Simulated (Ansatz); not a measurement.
# CF (SMILES [C]F): UCAM-B3LYP/STO-3G

Aim: the vertical doublet–quartet gap of CF at UCAM-B3LYP/STO-3G, from 2 runs. 

The calculation is run with Ansatz 0.2.0.

51 further runs of the same task are left out: 9 that didn't finish, 42 set aside as unsound or not needed.

## Step 1: The molecule

CF: 2 atoms, total charge 0, spin state doublet. As SMILES, `[C]F`. Geometry: relaxed at GFN2-xTB.

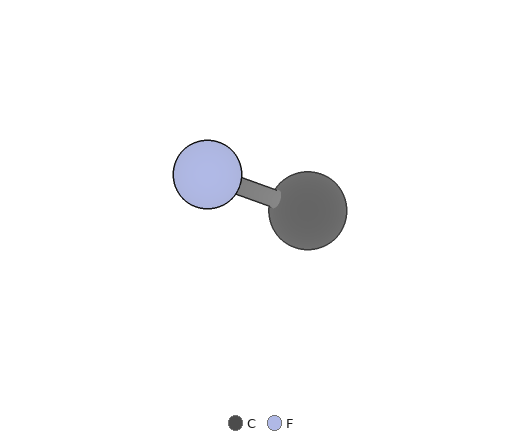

Viewed from a chosen angle; carbon dark grey, fluorine light blue.

## Step 2: The energy at UCAM-B3LYP/STO-3G

The input, molecule.yaml:

```yaml
crystal:
  periodic: [false, false, false]
  atoms:
    - {symbol: C, position_ang: [0.000000, 0.000000, 0.000000]}
    - {symbol: F, position_ang: [0.000000, 0.000000, 1.274400]}
basis:
  gaussian: {orbitals: STO-3G}
magnetization: {spin_polarized: true, initial_magnetization: 1}
hamiltonian: {xc: {name: CAM-B3LYP}}
accuracy: high
```

Run with:

```bash
$ ansatz run molecule.yaml --threads 1 --pin off --max-ram 2610MiB --events-out events.jsonl --progress --plain --runs-dir runs
```

What it wrote:

```text
Warning: RAYON_NUM_THREADS=1 ignored (pool sized by the plan → 1); use --threads N
Functional definition: CAM-B3LYP
  name "CAM-B3LYP"
  parameter alpha = 0.19
  parameter beta = 0.46
  parameter omega = 0.33/bohr
  parameter ac = 0.81
  exchange = (1 - alpha - beta)*b88_x + beta*b88_x_sr(omega) + alpha*exact_x + beta*exact_x_lr(omega)
  correlation = (1 - ac)*vwn5_c + ac*lyp_c
149 factors; integrals over basis functions are off by at most 3.9e-8 eV
90 factors; integrals over basis functions are off by at most 7.6e-10 eV
mean field evaluation 1: about -3695.0392 eV, gradient 6.9e0 eV
mean field evaluation 2: about -3695.1714 eV, gradient 5.2e0 eV
mean field evaluation 4: about -3695.3416 eV, gradient 2.3e-1 eV
mean field evaluation 8: about -3695.3354 eV, gradient 3.5e-3 eV
mean field evaluation 16: about -3695.3354 eV, gradient 1.0e-8 eV
mean field -3695.33540888 eV, -135.8010714879 hartree, gradient 1.6e-8 eV, S^2 0.751234; 0 other end points of the search recorded, 0 dependent functions left out
reference -3695.33541550 eV, -135.8010717314 hartree; 8, 7 occupied and 2, 3 virtual orbitals, 149 factors
Total energy: -3695.33541550 eV, -135.8010717314 hartree
```

Wall time 1.1 s (1 thread of Arm Neoverse N1, shared host).

## Step 3: The quartet

The input, input.yaml:

```yaml
crystal:
  periodic: [false, false, false]
  atoms:
    - {symbol: C, position_ang: [0.000000, 0.000000, 0.000000]}
    - {symbol: F, position_ang: [0.000000, 0.000000, 1.274400]}
basis:
  gaussian:
    orbitals: STO-3G
magnetization:
  spin_polarized: true
  initial_magnetization: 3
hamiltonian:
  xc: {name: CAM-B3LYP}
total_charge: 0
accuracy: high
```

Run with:

```bash
$ ansatz run input.yaml --threads 1 --pin off --max-ram 2610MiB --events-out events.jsonl --progress --plain --runs-dir runs
```

What it wrote:

```text
Warning: RAYON_NUM_THREADS=1 ignored (pool sized by the plan → 1); use --threads N
Functional definition: CAM-B3LYP
  name "CAM-B3LYP"
  parameter alpha = 0.19
  parameter beta = 0.46
  parameter omega = 0.33/bohr
  parameter ac = 0.81
  exchange = (1 - alpha - beta)*b88_x + beta*b88_x_sr(omega) + alpha*exact_x + beta*exact_x_lr(omega)
  correlation = (1 - ac)*vwn5_c + ac*lyp_c
149 factors; integrals over basis functions are off by at most 3.9e-8 eV
90 factors; integrals over basis functions are off by at most 7.6e-10 eV
mean field evaluation 1: about -3688.9874 eV, gradient 1.8e1 eV
mean field evaluation 2: about -3690.3870 eV, gradient 1.3e1 eV
mean field evaluation 4: about -3691.5707 eV, gradient 4.1e-1 eV
mean field evaluation 8: about -3691.5764 eV, gradient 6.6e-4 eV
mean field evaluation 16: about -3691.5764 eV, gradient 7.7e-8 eV
mean field -3691.57637414 eV, -135.6629295092 hartree, gradient 7.7e-8 eV, S^2 3.750066; 0 other end points of the search recorded, 0 dependent functions left out
reference -3691.57638089 eV, -135.6629297575 hartree; 9, 6 occupied and 1, 4 virtual orbitals, 149 factors
Total energy: -3691.57638089 eV, -135.6629297575 hartree
```

Run time: 1.1 s. Hardware: 1 thread of Arm Neoverse N1, shared host.

## Step 4: Summary of results

At UCAM-B3LYP/STO-3G:

```
                                        quantity          value
                           doublet: total energy  -135.80107 Eh
                                   doublet: ⟨S²⟩          0.751
                           quartet: total energy  -135.66293 Eh
                                   quartet: ⟨S²⟩          3.750
vertical energy of the quartet above the doublet       3.759 eV
```

**Reading.** At this shape the quartet lies 3.76 eV (363 kJ/mol) above the doublet. In a minimal basis such a difference can be off by several eV, whatever the method.
